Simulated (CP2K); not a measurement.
Consider ethynylacetonitrile at its PBE geometry (Å).

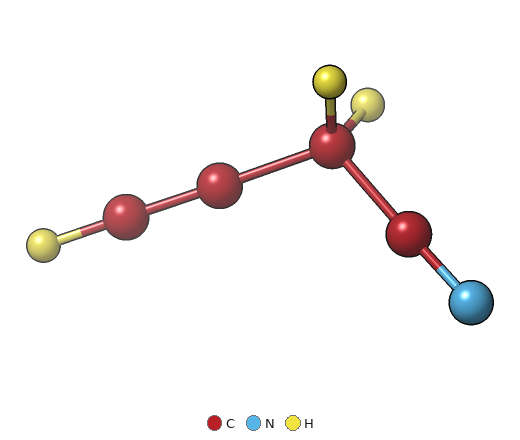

The molecule (carbon red, nitrogen blue, hydrogen yellow).

```xyz
8

C     1.9842   -0.0067   -0.3746
C     0.8227   -0.1780   -0.0857
C    -0.5748   -0.4035    0.2797
C    -1.4526    0.7303   -0.0346
N    -2.1693    1.6148   -0.2723
H     3.0103    0.1505   -0.6342
H    -0.6552   -0.6118    1.3597
H    -0.9651   -1.2956   -0.2380
```

Method: CP2K XAS_TDP, all-electron GAPW, PBEh(45%), aug-cc-pVDZ, TDA, GW2X-corrected core level, no relativity.

Question: Predict the bright core excitations at the N K edge.

Leading lines: N5 401.27 eV. The leading line of an atom is its first one with 35 % of the strongest within 2.5 eV of its lowest line over the strength cut. Core ionisation energies at this level: N5 406.51 eV.

The first six lines of each atom with a strength over 0.0015:

| atom | energy (eV) | states | strength, one atom | above the computed threshold |
| --- | --- | --- | --- | --- |
| N5 (bonded to C) | 401.27 | 1 | 0.0543 |  |
|  | 401.41 | 1 | 0.0540 |  |
|  | 405.66 | 1 | 0.0016 |  |
|  | 406.07 | 1 | 0.0029 |  |
|  | 407.08 | 1 | 0.0031 | yes |
|  | 407.17 | 1 | 0.0023 | yes |

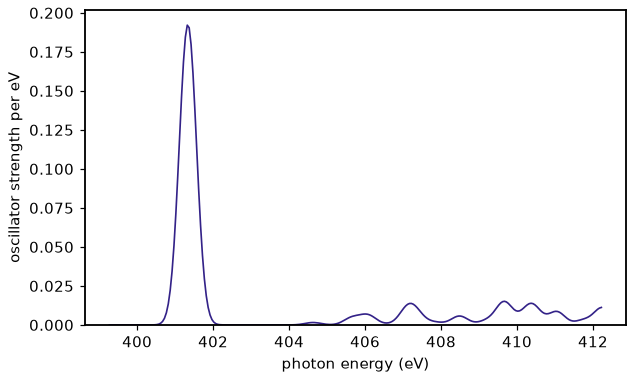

All atoms added, broadened by 0.5 eV.

Lines are vertical, at one geometry, with no vibrational structure. GW2X ionisation energies and lines can be off by 1 to 2 eV either way, and a good line position may hide errors that cancel. These values hold no scalar relativity, about 0.2 eV for N 1s. Rydberg lines, and the discretised continuum above threshold, depend on the basis and the box.

[Banner, clock and machine lines of the logs are left out without a mark of their own.]

[Logs are printed without paths, hosts, clocks, repeated set-up lines and the standing remarks that a program may print on its own settings, such as how far it seeks lower states.]

[Hosts, paths, dates, database ids (printed as entryN), source tags and the programs' standing remarks are cut or masked in the printed files.]
